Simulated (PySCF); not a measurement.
Consider C4H10S (SMILES CC[C@H](C)[SH+]) (charge +1, doublet).

Input

```
{"job": {"kind": "epr", "basis": "pcH-1"}, "charge": 1, "multiplicity": 2}
C      2.024795     0.018476     0.008404
C      0.697089    -0.688187     0.154351
C     -0.505190     0.244786     0.272269
C     -1.834769    -0.380634    -0.102523
S     -0.194966     1.841746    -0.548356
H      2.840253    -0.698800     0.045168
H      2.186180     0.747265     0.804758
H      2.076097     0.563146    -0.937331
H      0.539105    -1.334721    -0.717534
H      0.720005    -1.359109     1.018675
H     -0.557285     0.555111     1.330709
H     -1.959753    -1.315171     0.440839
H     -2.674585     0.263449     0.149060
H     -1.876128    -0.602137    -1.167322
H     -1.485263     2.152770    -0.773078
```

Command:

```sh
OMP_NUM_THREADS=1 python probes_run.py task.json out
```

Geometry: GFN2-xTB.

Method: PySCF, UKS B3LYP, pcH-1 on C H S, non-relativistic, mean-field spin-orbit, GIAO.

What will maps of the electron density, electron localisation function and spin density show?

C–C (1.51 Å): ρ at the midpoint is about 1.7 e/Å³; the ELF peaks at about 0.95 between the atoms; a shared electron pair.
C–H (1.09 Å): the density is about 2 e/Å³ at the midpoint; the ELF climbs to about 1 towards the hydrogen, as it does in any bond to H (an ordinary covalent bond to hydrogen).
The unpaired spin (1 electron) lies mostly on S5 (about 0.8), in electrons by Hirshfeld's partition.

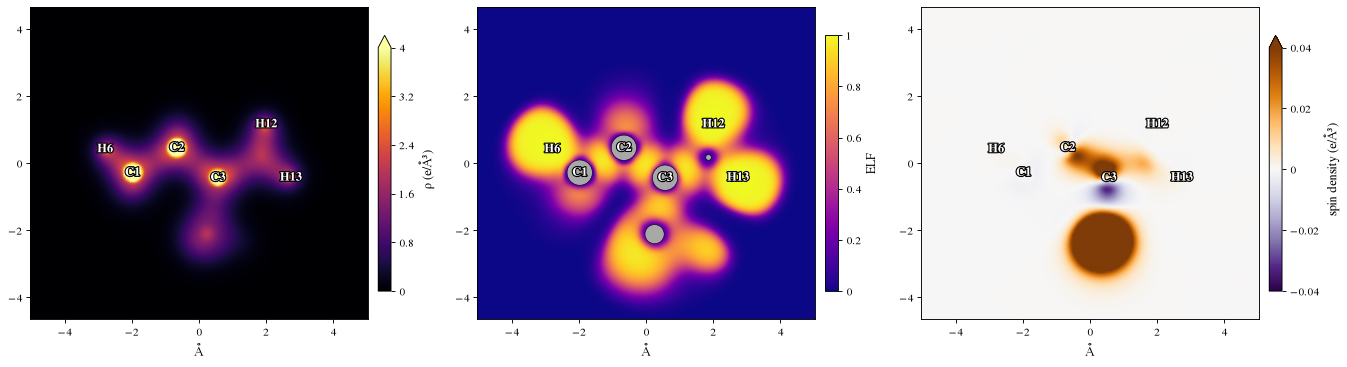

Computed electron density, electron localisation function and spin density on the plane of atoms C2, C1 and H6, in this order. Grey discs cover the atomic cores in the ELF map. 
